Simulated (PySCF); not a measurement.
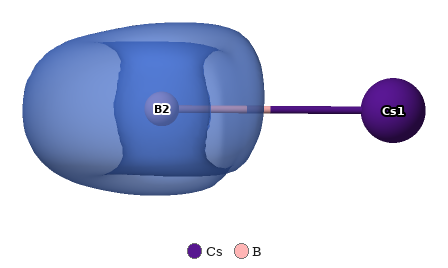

Figure. CsB (triplet). Isosurface of the ELF at 0.8 (blue), seen from one side. Only the valence region is drawn (cores and ρ < 0.01 e/Å³ removed).

Core potentials replace the inner electrons of Cs.

These are results of PBE0/def2-SVPD, non-relativistic Hamiltonian with scalar-relativistic core potentials where named, at a bond length of 3.185 Å (PySCF 2.14.0), not measurements.

Identify the bonds, lone pairs and shells in this picture.

At this value the surface marks out one region wrapped around B (its valence shell).

Values along the shortest contacts:
Cs–B (3.18 Å): the ELF peaks at about 0.95 in the valence shell of B, 0.9 Å from its nucleus, and drops to about 0.15 between the two atoms.
